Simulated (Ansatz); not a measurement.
**U-wB97M-V/6-31G(d) (spherical functions) run of CH4ClGeO (SMILES [CH3][Ge]([OH])[Cl])**

Aim: the energy change on altering one bond length of CH4ClGeO at U-wB97M-V/6-31G* (spherical functions), from 2 runs. 

The results are computed with Ansatz 0.2.0.

122 further runs of the same task are left out: 122 set aside as unsound or not needed.

**1. The system as given**

The species is CH4ClGeO (8 atoms), meant as a doublet with charge 0. SMILES: `[CH3][Ge]([OH])[Cl]`. The coordinates come from a PBE0-D4/def2-TZVP relaxation. This is one conformer, not always the lowest.

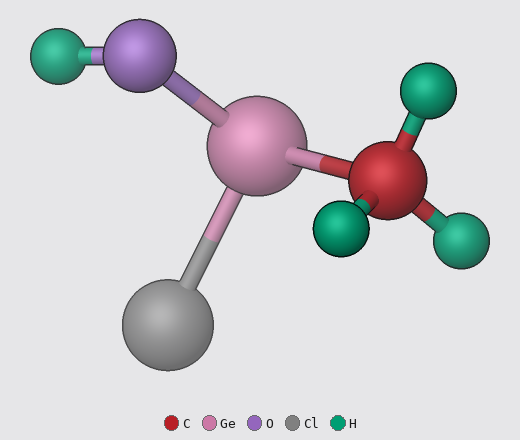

Viewed from a chosen angle; carbon red, germanium pink, oxygen purple, chlorine grey, hydrogen teal.

**2. The energy at U-wB97M-V/6-31G(d) (spherical functions)**

molecule.yaml reads:

```yaml
crystal:
  periodic: [false, false, false]
  atoms:
    - {symbol: C, position_ang: [0.070000, 1.235100, -0.045900]}
    - {symbol: Ge, position_ang: [-0.661500, -0.553500, 0.272700]}
    - {symbol: O, position_ang: [0.714600, -1.504600, 0.880000]}
    - {symbol: Cl, position_ang: [-1.247100, -1.432100, -1.639400]}
    - {symbol: H, position_ang: [0.419500, 1.652400, 0.898100]}
    - {symbol: H, position_ang: [0.906900, 1.122600, -0.737600]}
    - {symbol: H, position_ang: [-0.694800, 1.876200, -0.480900]}
    - {symbol: H, position_ang: [0.584600, -2.453200, 0.797100]}
basis:
  gaussian:
    orbitals: 6-31G_st_-spherical.json
total_charge: 0
magnetization:
  spin_polarized: true
  initial_magnetization: 1
hamiltonian:
  xc: {name: wB97M-V}
accuracy: high
output:
  orbitals: {seedname: orbitals}
```

The basis set 6-31G* is read from a file made from the Basis Set Exchange's data (not shown).

Command:

```console
$ ansatz run molecule.yaml --threads 1 --pin off --max-ram 3480MiB --events-out events.jsonl --progress --plain --runs-dir runs
```

The log of the run:

```text
Warning: RAYON_NUM_THREADS=1 ignored (pool sized by the plan → 1); use --threads N
Functional definition: wB97M-V
  name "wB97M-V"
  parameter omega = 0.3/bohr
  parameter cx = 0.15
  parameter cx01 = 1.007
  parameter cx10 = 0.259
  parameter css00 = 0.443
  parameter css04 = -1.437
  parameter css10 = -4.535
  parameter css20 = -3.390
  parameter css43 = 4.278
  parameter cos00 = 1.000
  parameter cos10 = 1.358
  parameter cos20 = 2.924
  parameter cos21 = -8.812
  parameter cos60 = -1.390
  parameter cos61 = 9.142
  parameter b = 6.0
  parameter c = 0.01
  gx(w, u) = 1 - cx + cx01*u + cx10*w
  gss(w, u) = css00 + css04*u^4 + css10*w + css20*w^2 + css43*w^4*u^3
  gos(w, u) = cos00 + cos10*w + (cos20 + cos21*u)*w^2 + (cos60 + cos61*u)*w^6
  exchange = spin_sum(e_x_unif_sr(omega)*gx(b97_w, b97_u_x)) + cx*exact_x_sr(omega) + exact_x_lr(omega)
  correlation = spin_sum(e_c_pw_mod_same_spin*gss(b97_w, b97_u_same))
      + integral(e_c_pw_mod_opposite_spin*gos(b97_w_opposite, b97_u_opposite)) + vv10(b, c)
1884 factors; integrals over basis functions are off by at most 7.8e-9 eV
357 factors; integrals over basis functions are off by at most 2.0e-9 eV
mean field evaluation 1: about -72172.6292 eV, gradient 3.5e1 eV
mean field evaluation 2: about -72171.4032 eV, gradient 4.2e1 eV
mean field evaluation 4: about -72177.6725 eV, gradient 1.3e0 eV
mean field evaluation 8: about -72177.7963 eV, gradient 7.2e-2 eV
mean field evaluation 16: about -72177.7965 eV, gradient 4.3e-4 eV
mean field -72177.79646096 eV, -2652.4850960726 hartree, gradient 6.3e-8 eV, S^2 0.752729; 0 other end points of the search recorded, 0 dependent functions left out
reference -72177.79646511 eV, -2652.4850962250 hartree; 34, 33 occupied and 52, 53 virtual orbitals, 1884 factors
Total energy: -72177.79646511 eV, -2652.4850962250 hartree
```

Run time: 2.3 min. Hardware: 1 thread of Arm Neoverse V2, shared host; peak memory 1.1 GiB.

**3. The distorted shape at the same level**

in.yaml reads:

```yaml
crystal:
  periodic: [false, false, false]
  atoms:
    - symbol: C
      position_ang: [-0.342823, 1.520425, -0.228087]
    - symbol: Ge
      position_ang: [-1.074323, -0.268175, 0.090513]
    - symbol: O
      position_ang: [0.714600, -1.504600, 0.880000]
    - symbol: Cl
      position_ang: [-1.659923, -1.146775, -1.821587]
    - symbol: H
      position_ang: [0.006677, 1.937725, 0.715913]
    - symbol: H
      position_ang: [0.494077, 1.407925, -0.919787]
    - symbol: H
      position_ang: [-1.107623, 2.161525, -0.663087]
    - symbol: H
      position_ang: [0.584600, -2.453200, 0.797100]
basis:
  gaussian: {orbitals: 6-31G_st_-spherical.json}
magnetization: {spin_polarized: true, initial_magnetization: 1}
hamiltonian: {xc: {name: wB97M-V}}
accuracy: high
output: {orbitals: {seedname: orbitals}}
```

The basis set 6-31G* is read from a file made from the Basis Set Exchange's data (not shown).

Command:

```console
$ ansatz run in.yaml --threads 1 --pin off --max-ram 3480MiB --events-out events.jsonl --progress --plain --runs-dir runs
```

The log of the run:

```text
Warning: RAYON_NUM_THREADS=1 ignored (pool sized by the plan → 1); use --threads N
[... 19 set-up lines as earlier in the session ...]
  gx(w, u) = 1 - cx + cx01*u + cx10*w
  gss(w, u) = css00 + css04*u^4 + css10*w + css20*w^2 + css43*w^4*u^3
  gos(w, u) = cos00 + cos10*w + (cos20 + cos21*u)*w^2 + (cos60 + cos61*u)*w^6
[... 2 set-up lines as earlier in the session ...]
      + integral(e_c_pw_mod_opposite_spin*gos(b97_w_opposite, b97_u_opposite)) + vv10(b, c)
1856 factors; integrals over basis functions are off by at most 4.5e-9 eV
368 factors; integrals over basis functions are off by at most 2.4e-9 eV
mean field evaluation 1: about -72168.9994 eV, gradient 4.0e1 eV
mean field evaluation 2: about -72145.2839 eV, gradient 8.2e1 eV
mean field evaluation 4: about -72175.9881 eV, gradient 3.8e0 eV
mean field evaluation 8: about -72176.2214 eV, gradient 4.3e-1 eV
mean field evaluation 16: about -72176.2319 eV, gradient 1.2e-2 eV
mean field evaluation 32: about -72176.2319 eV, gradient 1.8e-5 eV
mean field -72176.23192497 eV, -2652.4276004357 hartree, gradient 7.0e-8 eV, S^2 0.769167; 0 other end points of the search recorded, 0 dependent functions left out
reference -72176.23192914 eV, -2652.4276005888 hartree; 34, 33 occupied and 52, 53 virtual orbitals, 1856 factors
Total energy: -72176.23192914 eV, -2652.4276005888 hartree
```

Run time: 3.1 min. Hardware: 1 thread of Arm Neoverse V2, shared host; peak memory 1.1 GiB.

**4. Results**

At U-wB97M-V/6-31G* (spherical functions):

| quantity | value |
| --- | --- |
| first shape: total energy | -2652.48510 Eh |
| first shape: HOMO energy (highest over α and β) | -8.24 eV |
| first shape: LUMO energy (lowest over α and β) | -1.17 eV |
| first shape: ⟨S²⟩ | 0.753 |
| distorted shape: total energy | -2652.42760 Eh |
| distorted shape: HOMO energy (highest over α and β) | -8.88 eV |
| distorted shape: LUMO energy (lowest over α and β) | -1.94 eV |
| distorted shape: ⟨S²⟩ | 0.769 |
| energy change with the Ge2–O3 bond stretched from 1.780 to 2.313 Å | 1.565 eV |

In words: With the Ge2–O3 bond stretched from 1.780 to 2.313 Å the energy rises by 1.56 eV (151 kJ/mol). The first shape isn't relaxed at this level, so the change isn't measured from a minimum.
